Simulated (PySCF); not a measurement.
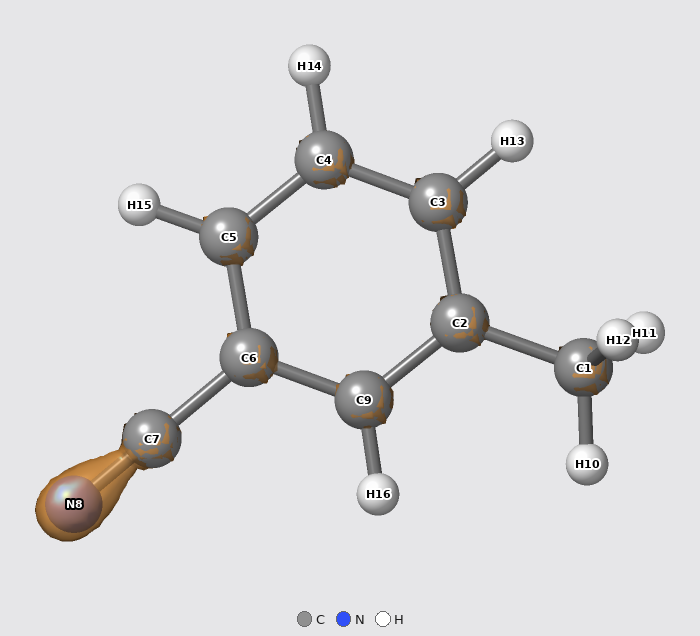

The picture shows: C8H7N (SMILES Cc1cccc(C#N)c1). Isosurface of the electron density at 3 e/Å³ (orange), seen across its widest extent.

Geometry: PBE0-D3(BJ)/def2-TZVP.

The calculation used PySCF, PBE0/pcSseg-2, SCF density, gas phase, non-relativistic.

```yaml
atoms:
  - { symbol: C, position_ang: [-2.3030, -0.6687, 0.2040] }
  - { symbol: C, position_ang: [-0.9159, -0.1210, 0.0676] }
  - { symbol: C, position_ang: [-0.7061, 1.2405, -0.1480] }
  - { symbol: C, position_ang: [0.5712, 1.7571, -0.2914] }
  - { symbol: C, position_ang: [1.6742, 0.9239, -0.2197] }
  - { symbol: C, position_ang: [1.4801, -0.4377, -0.0016] }
  - { symbol: C, position_ang: [2.6030, -1.3147, 0.0801] }
  - { symbol: N, position_ang: [3.5090, -2.0225, 0.1497] }
  - { symbol: C, position_ang: [0.1913, -0.9530, 0.1405] }
  - { symbol: H, position_ang: [-2.2896, -1.7079, 0.5337] }
  - { symbol: H, position_ang: [-2.8855, -0.0903, 0.9244] }
  - { symbol: H, position_ang: [-2.8333, -0.6273, -0.7514] }
  - { symbol: H, position_ang: [-1.5616, 1.9056, -0.2034] }
  - { symbol: H, position_ang: [0.7095, 2.8187, -0.4577] }
  - { symbol: H, position_ang: [2.6780, 1.3142, -0.3275] }
  - { symbol: H, position_ang: [0.0634, -2.0157, 0.3107] }
```

Q: What does this surface tell about the bonding?

A: At this value the surface falls into eight separate pieces. It bridges the sampled C–N (1.15 Å) contacts, where the density stays above the isovalue. It is pinched off along the sampled C–C (1.38 Å), C–H (1.08 Å) and C–C (1.43 Å) contacts. On the grid the lowest density along these lines, outside the cores, is 3.4 e/Å³ (C–N, 1.15 Å), 2.2 e/Å³ (C–C, 1.38 Å), 2 e/Å³ (C–H, 1.08 Å) and 1.9 e/Å³ (C–C, 1.43 Å).
